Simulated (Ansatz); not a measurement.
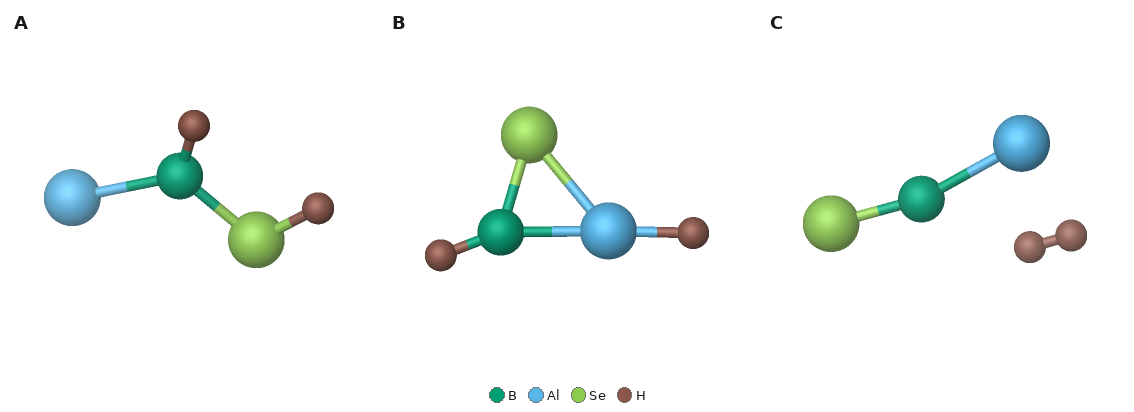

3 stationary structures of one formula. Geometries: PBE-D4/def2-SVP. Electronic energies: PBE-D4/def2-SVP (Ansatz 0.2.0), without zero-point energy. No frequency run is at hand to confirm each as a minimum.

Rank them by energy, lowest first.

Answer. B is lowest (Cs); A lies 29.4 kcal/mol above it (Cs), C lies 36.4 kcal/mol above it.
